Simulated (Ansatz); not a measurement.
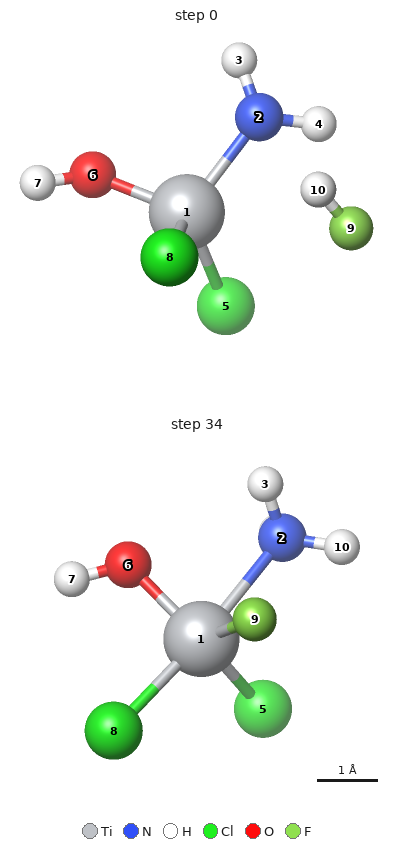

The structure of TiNH$_{4}$OCl$_{2}$F before (top) and after (bottom) a relaxation, at one scale.

Style: ball-and-stick. Shown from a free direction.

The run prepares an end point of a later path (reaction) calculation, from a guessed geometry.

Theory: RKS PBE-D4/def2-SVP in Ansatz 0.2.0. Set-up: no spin polarisation; force threshold 0.03 eV/Å; at most 50 steps.

Q: What changed between the two?

A: Over 30 accepted moves (34 points after the start) the energy falls by 1.851 eV. The largest force component goes from 2 to 0.027 eV/Å. The line search rejected the trial steps at points 2, 6, 29, 31 of the run. The forces were under the threshold at step 28, but the run went on from there. The largest moves after the best rigid fit, 1.85 Å, are those of F9 and H10. By element the largest moves are F 1.85 Å, H 1.84 Å, Cl 1.60 Å, O 0.91 Å, Ti 0.73 Å, N 0.46 Å. Near-neighbour distances that change, for instance: F9–H10 0.934 → 2.788 Å, Ti1–F9 3.027 → 1.765 Å, N2–H10 2.258 → 1.029 Å, Ti1–N2 1.997 → 2.298 Å. New bonds form, among them: N2–H10 (2.26 → 1.03 Å), Ti1–F9 (3.03 → 1.76 Å). Bonds break, among them: F9–H10 (0.93 → 2.79 Å). Bond angles that change, for instance: N2–Ti1–Cl8 110.3° → 175.1°, N2–Ti1–Cl5 112.9° → 82.6°, N2–Ti1–O6 105.0° → 78.7°.
